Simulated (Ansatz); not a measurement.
The figure comes from a scan of Se (trigonal-Se type, space group P3_121): one Se atom of a 6-atom cell moves by s along Cartesian [110], with its periodic images. The numbers are results of PBE (plane waves to 420 eV, PAW, scalar-relativistic; Ansatz, a first-principles code), not measurements. k mesh 7×7×5 (Γ-centred), Fermi-Dirac smearing 0.05 eV. The energy includes the smearing's −TS. As the smearing reaches across the gap at some points, energies and forces of such displacements shift with the k mesh and the smearing. Se was relaxed with its symmetry unable to fall. The PAW data are Ansatz's earlier set. The zero of ΔE is the undisplaced structure.

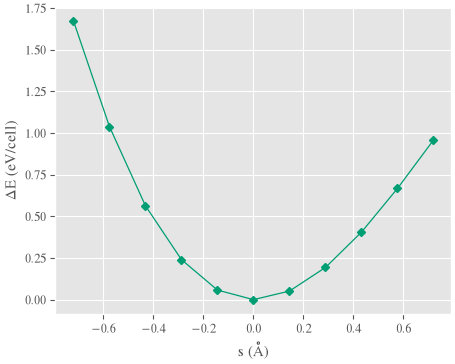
Figure: ΔE (eV/cell) against s (Å); markers are the computed points, lines only join them.

Read the plotted values off the figure, to the accuracy that the plot allows.

To the nearest 0.05:

| s (Å) | ΔE (eV/cell) |
|---|---|
| -0.720 | 1.65 |
| -0.576 | 1.05 |
| -0.432 | 0.55 |
| -0.288 | 0.25 |
| -0.144 | 0.05 |
| 0.000 | 0.00 |
| 0.144 | 0.05 |
| 0.288 | 0.20 |
| 0.432 | 0.40 |
| 0.576 | 0.65 |
| 0.720 | 0.95 |

(For displaced atoms, the force is minus the slope of the energy, and its curvature is a force constant, which sets phonon frequencies.)
